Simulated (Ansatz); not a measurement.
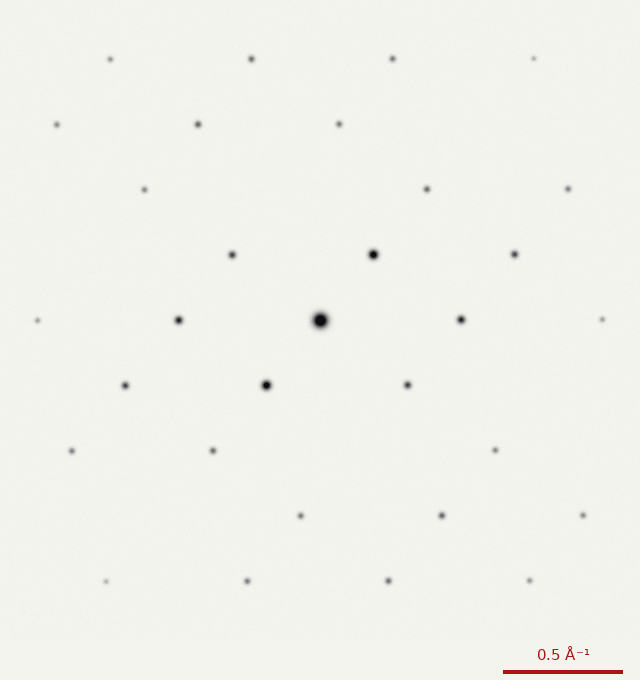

Computed electron diffraction pattern, 120 kV, single scattering only, B = 0.8 Å².

Q: What net do the spots form, and what spacings does it show?

A: The spots form an oblique net whose two shortest vectors correspond to d = 2.81 Å and 2.17 Å, 87.3° apart.

Q: What is the point symmetry of the pattern, intensities included?

A: 2. A zero-layer kinematic pattern is always centrosymmetric (Friedel's law).

Q: Which crystal and zone produced it?

A: This cannot be fixed from one zone alone; the pattern is [311] of Gd, space group P6_3/mmc (No. 194), a = 3.68 Å, c = 5.93 Å (hexagonal axes). The net vectors are 0 -1 1 and -1 1 2. Structure: the input geometry of an electronic-structure calculation (not necessarily at equilibrium).
